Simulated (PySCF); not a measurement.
# C$_{4}$H$_{12}$O$_{2}$Si, SMILES `C[Si](C)(OC)OC`: electronic structure

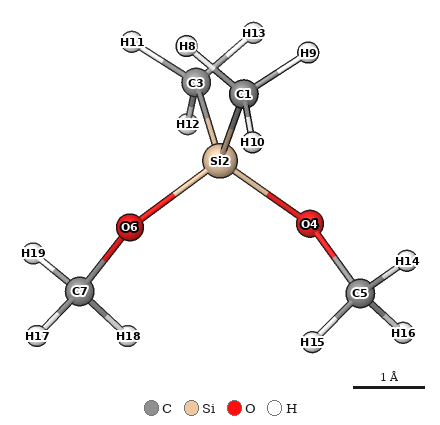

The molecule, with its atoms numbered as below. No frequency check shows the geometry to be a minimum.

Geometry (Å), atoms numbered from 1:

```
C1      -0.6798   -1.4770    1.4444
Si2     -0.0006   -0.4536    0.0003
C3       0.6794   -1.4771   -1.4448
O4      -1.1271    0.4622   -0.7605
C5      -1.9880    1.4071   -0.1872
O6       1.1276    0.4616    0.7604
C7       1.9889    1.4062    0.1873
H8       0.0600   -2.1681    1.8315
H9      -1.5383   -2.0583    1.1240
H10     -0.9953   -0.8424    2.2670
H11      1.5377   -2.0588   -1.1244
H12      0.9952   -0.8426   -2.2673
H13     -0.0607   -2.1679   -1.8319
H14     -2.7899    0.9079    0.3618
H15     -1.4523    2.0661    0.5000
H16     -2.4199    1.9995   -0.9950
H17      2.4211    1.9983    0.9951
H18      1.4535    2.0655   -0.4999
H19      2.7906    0.9067   -0.3618
```

## 1. Bonding charge

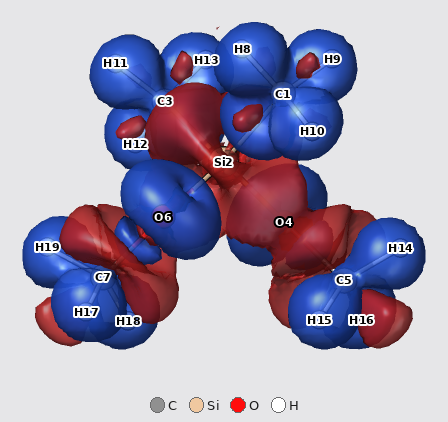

Deformation density (molecule less spherical, spin-averaged free atoms at the same positions), surfaces at ±0.05 e/Å³; blue: gain, red: loss.

Method: PBE/def2-TZVP; geometry: GFN2-xTB; program: PySCF.

How much density has each bond gained at its critical point, relative to the free atoms?

Answer. C5–H16 and C7–H17: +0.73 e/Å³ at the bond critical point (bond length 1.09 Å, Mayer order 1.0). C5–H15 and C7–H18: +0.72 e/Å³ at the bond critical point (bond length 1.09 Å, Mayer order 1.0). C5–H14 and C7–H19: +0.72 e/Å³ at the bond critical point (bond length 1.09 Å, Mayer order 1.0). C1–H8 and C3–H13: +0.64 e/Å³ at the bond critical point (bond length 1.08 Å, Mayer order 0.9). C3–H11 and C1–H9: +0.64 e/Å³ at the bond critical point (bond length 1.08 Å, Mayer order 0.9). C3–H12 and C1–H10: +0.64 e/Å³ at the bond critical point (bond length 1.09 Å, Mayer order 1.0). C1–Si2 and Si2–C3: +0.20 e/Å³ at the bond critical point (bond length 1.90 Å, Mayer order 1.0). Si2–O4 and Si2–O6: +0.11 e/Å³ at the bond critical point (bond length 1.64 Å, Mayer order 1.2); up to 0.6 Å beside the axis the gain reaches +0.39 e/Å³. O4–C5 and O6–C7: +0.09 e/Å³ at the bond critical point (bond length 1.40 Å, Mayer order 1.0); up to 0.6 Å beside the axis the gain reaches +0.30 e/Å³. In all, 4.0 electrons gather in the regions of gain relative to the promolecule. A small or negative value marks a very polar bond, one between electron-rich atoms, whose free-atom densities already overlap strongly, a long bond to a heavier atom, or a closed-shell contact such as a hydrogen bond.

## 2. Electrostatic potential

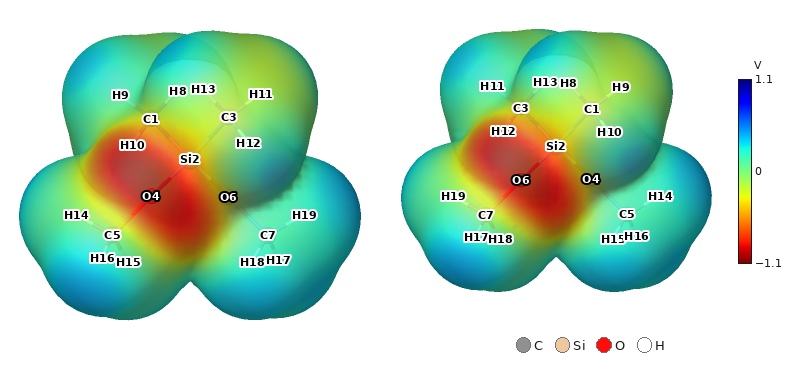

Electrostatic potential on the surface of electron density 0.001 a.u. (back view left, front view right).

Where are the extremes of the potential on the surface?

Answer. Highest: 0.46 V, 1.4 Å from H17. Lowest: −1.06 V, 1.8 Å from O4, and at like points elsewhere. Further minima include −0.25 V, near H9 (1.88 Å), H8 (1.89 Å), H10 (1.90 Å) and C1 (1.99 Å). The surface is sampled at points, so like sites can differ by a few per cent and only the strongest of them is named.

What volume does the surface enclose, and what is the dipole moment?

Answer. About 175 Å³; the dipole moment is 0.6 D.

## 3. In an electric field

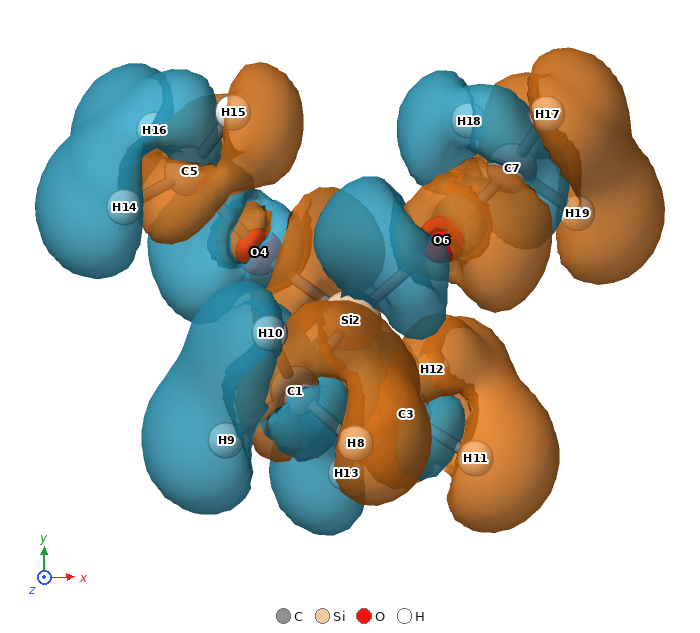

Change of the electron density in a uniform field of 0.21 V/Å, surfaces at ±0.001 e/Å³ (light blue: gain, orange: loss).

PySCF calculation, PBE/def2-TZVP, gas phase; geometry: GFN2-xTB. A basis without diffuse functions makes polarisabilities too small.

Along which Cartesian direction does the field point?

Answer. Along +x: electrons gather on the −x side, against the field.

What dipole is induced, and what polarisability does it imply?

Answer. The induced dipole is 0.85 D (along the field); α along this axis, from the fields in both directions, is 83 bohr³ (12.3 Å³).

Which atoms gain and lose the most charge?

Answer. Electrons gather most on H14 (Hirshfeld charge changes by −0.007 e) and leave H19 most (+0.007 e); 0.083 electrons are displaced in all.

## 4. Removing or adding an electron

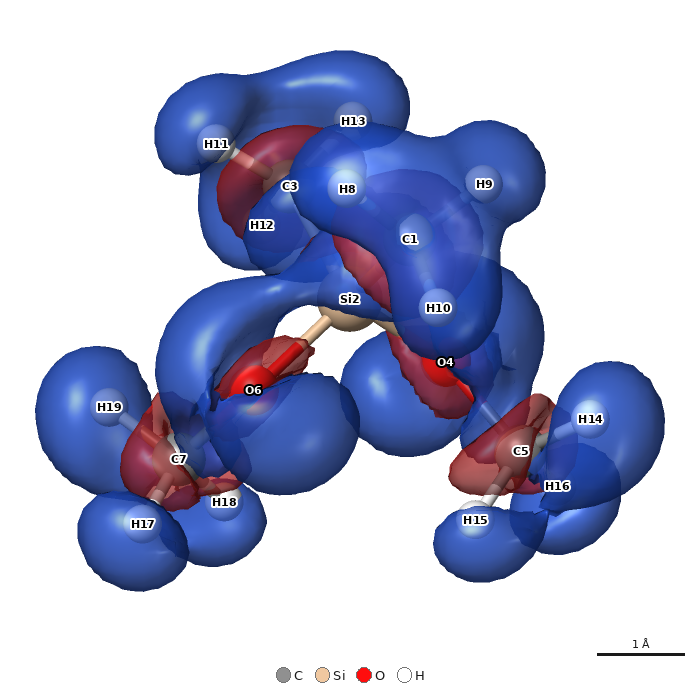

Fukui function f⁻ = ρ(N) − ρ(N−1) at fixed geometry, surfaces at ±0.01 e/Å³ (blue positive, red negative).

PySCF calculation, PBE/def2-TZVP, gas phase; geometry: GFN2-xTB.

On which atoms does the density change most on removal of an electron?

Answer. f⁻ (Hirshfeld-condensed) is largest on O4 and O6 (0.10 each), Si2 (0.08) and C1 and C3 (0.07 each); the vertical ionisation energy is 9.03 eV (the stability of the cation's solution wasn't checked). Condensed values hint at sites of electrophilic attack but needn't mark the atom that reacts. Shares this close don't rank the sites. Orbital relaxation makes it negative in places (0.20 e in all).
